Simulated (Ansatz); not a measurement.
## Electronic structure of ClF3Hf in real space

| atom | x (Å) | y (Å) | z (Å) |
| --- | --- | --- | --- |
| Hf | 0.0004 | 0.0000 | 0.0312 |
| Cl | 0.0001 | 0.0000 | 2.3977 |
| F | 1.8004 | 0.0000 | -0.6288 |
| F | -0.8995 | 1.5587 | -0.6290 |
| F | -0.8995 | -1.5587 | -0.6290 |

Core potentials replace the inner electrons of Hf.

All numbers below come from RKS revPBE/def2-SVP (Ansatz 0.2.0).

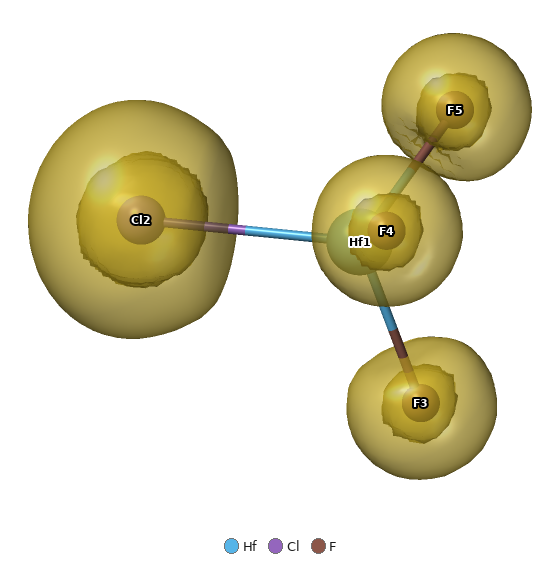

Figure 1. Isosurface of the ELF at 0.75 (yellow), seen at a tilt. Core shells and regions of very low density are left out.

Identify the bonds, lone pairs and shells in this picture.

At this value the surface marks out one region wrapped around Cl (its valence shell) and three regions wrapped around F (the valence shell of each). Along the contacts the grid gives the following. Hf–F (1.92 Å): the ELF peaks at about 0.85 in the valence shell of F, 0.5 Å from its nucleus, and drops to about 0.20 between the two atoms. Hf–Cl (2.37 Å): the ELF peaks at about 0.85 in the valence shell of Cl, 0.8 Å from its nucleus, and is about 0.35 at the midpoint.

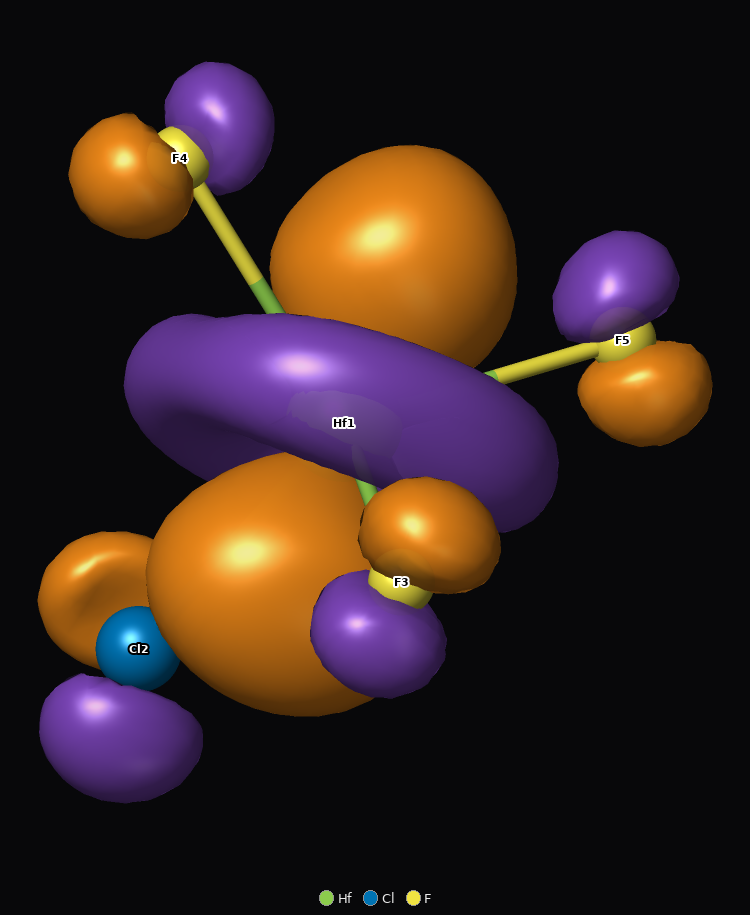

Figure 2. The LUMO at ±0.15 Å⁻³ᐟ² (orange and purple are the two phases), seen at an oblique angle.

What is the character of this orbital?

By Hirshfeld shares it lies mainly on Hf1 (about 75 %) and Cl2 (about 10 %). It is one of a degenerate set, so its orientation is arbitrary. Its energy is −2.10 eV.

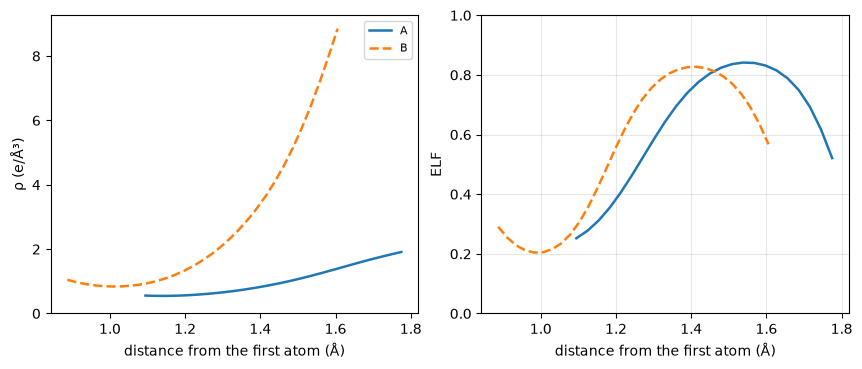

Figure 3. Electron density and ELF along straight lines between neighbouring atoms. The curves leave out the atomic cores.

Which curve belongs to which contact (Hf–Cl and Hf–F)? The first atom named is at distance zero.

Curve A: Hf–Cl (2.37 Å): ρ is about 0.56 e/Å³ halfway; the ELF peaks at about 0.85 in the valence shell of Cl, 0.8 Å from its nucleus, and is about 0.35 at the midpoint. Curve B: Hf–F (1.92 Å): the density is about 0.88 e/Å³ at the midpoint; the ELF peaks at about 0.85 in the valence shell of F, 0.5 Å from its nucleus, and drops to about 0.20 between the two atoms.
